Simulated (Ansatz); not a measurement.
```xyz
7

B    -0.6017    0.6438    0.2259
F    -3.1658   -1.1228    0.6004
Si   -1.5573   -1.1560    0.3519
Si   -0.3356   -0.0629    1.9874
H    -1.3102   -2.3595   -0.4890
H    -0.5342    1.4657   -0.6493
H     0.5498    0.0190    0.4990
```

Geometry: PBE0-D3(BJ)/def2-SVP.

Computed with Ansatz, isolated molecule in a Gaussian basis; Kohn-Sham density functional theory, functional PBE0.

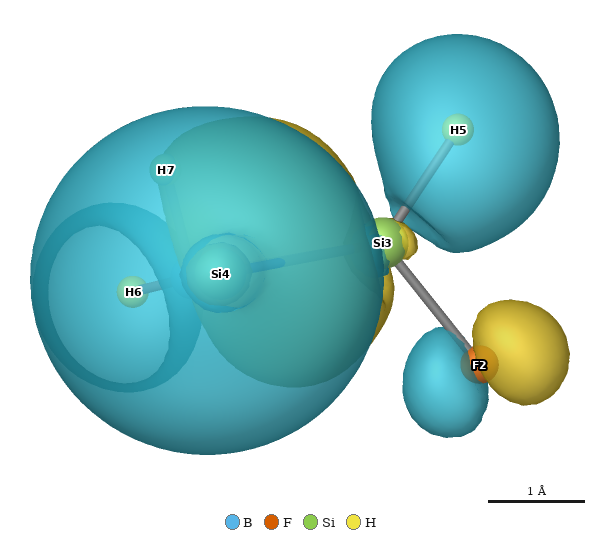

BFH3Si2 (doublet). The HOMO−1 (β) at ±0.06 Å⁻³ᐟ² (yellow and cyan are the two phases), seen from one side.

Question: Where does this orbital lie, and at what energy?

Answer: It lies mainly on Si4 (about 50 %), B1 (about 20 %), Si3 (about 15 %) and H5 (about 5 %). Its energy is −8.78 eV.
